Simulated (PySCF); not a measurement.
**H5NSi (SMILES [H][Si]([H])([H])N) at 4 levels**

Aim: a comparison of 4 runs (RPA/STO-3G, CISD/STO-3G, CCSD(T)/STO-3G, FCI/STO-3G) of H5NSi. Input form: a Python script.

The calculation is run with PySCF 2.14.0.

## Step 1: The system as given

H5NSi has 7 atoms, charge 0, and is taken as a singlet. SMILES: `[H][Si]([H])([H])N`. The shape comes from GFN2-xTB, which is rough for such elements, and wasn't checked as a minimum.

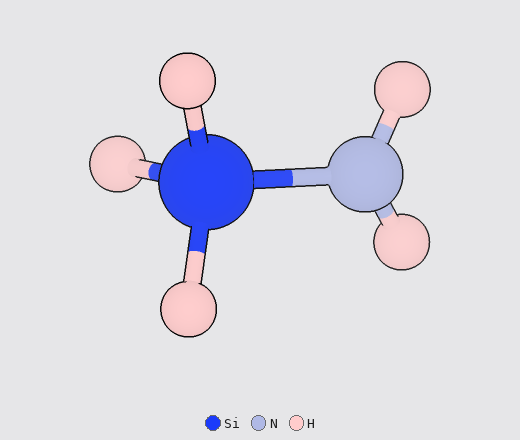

Viewed from a chosen angle; silicon blue, nitrogen light blue, hydrogen pink.

## Step 2: The energy at RPA/STO-3G (run 1)

The input, run.py:

```python
from pyscf import gto
from pyscf.gw.rpa import RPA

system = gto.M(
    atom='''
Si  -0.000690   0.002380  -0.682990
N    0.090660   0.178690   1.028560
H    0.707680  -0.428190   1.543790
H   -0.763660   0.307400   1.545850
H    1.387750  -0.009920  -1.135540
H   -0.747920   1.169350  -1.146100
H   -0.673820  -1.219710  -1.153570
''',
    verbose=3,
    spin=0,
    basis='sto-3g',
    max_memory=1860,
)

calc0 = system.RHF()
calc0.conv_tol = 1e-10
calc0.kernel()
if not calc0.converged:
    calc0 = calc0.newton().run(calc0.mo_coeff, calc0.mo_occ)

rpa = RPA(calc0, frozen=6)
rpa.kernel()
e_exx = calc0.e_tot
e_tot = e_exx + rpa.e_corr
print('E = %.10f Eh' % e_tot)
```

Launch:

```sh
OMP_NUM_THREADS=1 python run.py
```

The log of the run:

```text
converged SCF energy = -342.249167818275
E(RPA) = -342.220529973442  E_corr = -0.120422527517755  E_hf = -342.100107445924
E = -342.3695903458 Eh
```

Run time: 0.62 s. Hardware: 1 thread of Arm Neoverse V2, shared host; peak memory 0.12 GiB.

## Step 3: A single-point energy at CISD/STO-3G (run 2)

The input, run.py:

```python
from pyscf import gto, ci

mol = gto.M(
    atom=[
    ('Si', (-0.000690, 0.002380, -0.682990)),
    ('N', (0.090660, 0.178690, 1.028560)),
    ('H', (0.707680, -0.428190, 1.543790)),
    ('H', (-0.763660, 0.307400, 1.545850)),
    ('H', (1.387750, -0.009920, -1.135540)),
    ('H', (-0.747920, 1.169350, -1.146100)),
    ('H', (-0.673820, -1.219710, -1.153570)),
],
    max_memory=1860,
    charge=0,
    spin=0,
    verbose=3,
    basis='sto-3g',
)

mf = mol.RHF()
mf.conv_tol = 1e-10
mf.kernel()
if not mf.converged:
    mf = mf.newton().run(mf.mo_coeff, mf.mo_occ)

cisd = ci.CISD(mf, frozen=6)
cisd.kernel()
energy = cisd.e_tot
print('E(%s) = %.9f' % ('CISD', energy))
```

Launch:

```sh
OMP_NUM_THREADS=1 python run.py
```

The log of the run:

```text
converged SCF energy = -342.249167818275
E(RCISD) = -342.3584022228191  E_corr = -0.1092344045439872
E(CISD) = -342.358402223
```

Wall time 0.6 s (1 thread of Arm Neoverse V2, shared host); peak memory 0.12 GiB.

Run 3 isn't shown in full; the table further down has it.

## Step 4: The energy at FCI/STO-3G (run 4)

The input, job.py:

```python
from pyscf import gto, mcscf
from pyscf import fci

mol = gto.M(
    atom='''
Si      -0.000690       0.002380      -0.682990
N        0.090660       0.178690       1.028560
H        0.707680      -0.428190       1.543790
H       -0.763660       0.307400       1.545850
H        1.387750      -0.009920      -1.135540
H       -0.747920       1.169350      -1.146100
H       -0.673820      -1.219710      -1.153570
''',
    verbose=3,
    basis='sto-3g',
    spin=0,
    max_memory=1860,
)

mf = mol.RHF()
mf.conv_tol = 1e-10
mf.kernel()
if not mf.converged:
    mf = mf.newton().run(mf.mo_coeff, mf.mo_occ)

cas = mcscf.CASCI(mf, mf.mo_coeff.shape[-1] - 6, (mol.nelec[0] - 6, mol.nelec[1] - 6))  # full CI above the frozen core
cas.fcisolver = fci.direct_spin0.FCI(mol)  # even spin states alone
cas.kernel()
print('<S^2> = %.4f' % cas.fcisolver.spin_square(cas.ci, cas.ncas, cas.nelecas)[0])
e_final = cas.e_tot
print(f'total energy: {e_final:.8f} hartree')
```

Launch:

```sh
OMP_NUM_THREADS=1 python job.py
```

The log of the run:

```text
converged SCF energy = -342.249167818275
CASCI E = -342.365457901019  E(CI) = -38.7279575347252  S^2 = 0.0000000
<S^2> = 0.0000
total energy: -342.36545790 hartree
```

It took 40 s on 1 thread of Arm Neoverse V2, shared host; peak memory 0.76 GiB.

## Step 5: Overview of the runs

```csv
run,level,energy (Eh),dipole moment (D) of the reference,HOMO energy (eV),LUMO energy (eV),wall time
1,RPA/STO-3G,-342.369590,1.07,-8.12,14.03,0.62 s
2,CISD/STO-3G,-342.358402,1.07,-8.12,14.03,0.6 s
3,CCSD(T)/STO-3G,-342.365107,1.07,-8.12,14.03,0.64 s
4,FCI/STO-3G,-342.365458,1.07,-8.12,14.03,40 s
```

## Step 6: Outcome

| quantity | value |
| --- | --- |
| run 4: total energy | -342.36546 Eh |
| run 4: dipole moment (Hartree–Fock density) | 1.07 D |
| run 4: HOMO energy (Hartree–Fock orbitals) | -8.12 eV |
| run 4: LUMO energy (Hartree–Fock orbitals) | 14.03 eV |
| run 4: HOMO–LUMO gap (Hartree–Fock orbitals) | 22.15 eV |
| run 4: correlation energy (6 core orbitals frozen) | -116.3 mEh |

What this shows: Against full CI in this basis: CISD +7.1 mEh; CCSD(T) +0.4 mEh. All runs together took 41 s, the longest 40 s.
